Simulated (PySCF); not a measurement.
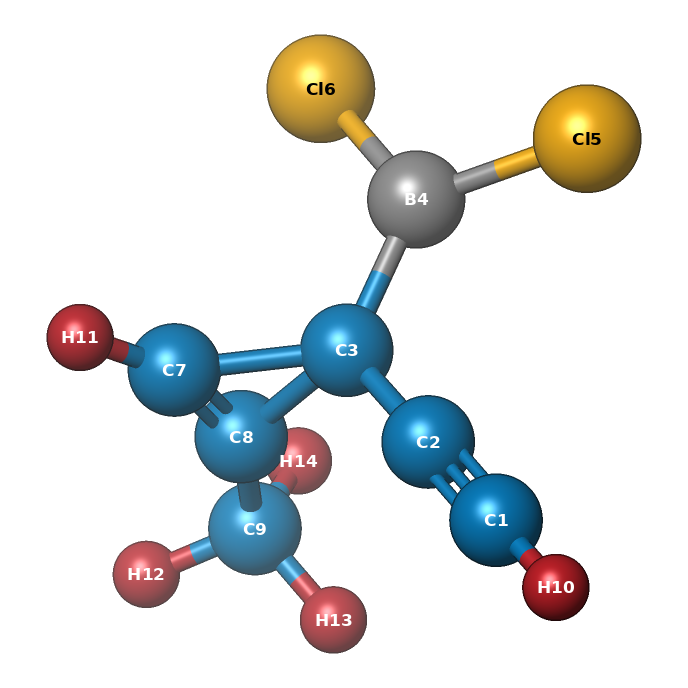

Atoms fade into the background with distance from the viewer. Computed geometry: GFN2-xTB optimisation. No frequency run is at hand to confirm it as a minimum.

Which atoms or bonds are stereogenic?

Answer. Centres: C3.

Give the R/S and E/Z labels.

Answer. C3: S.
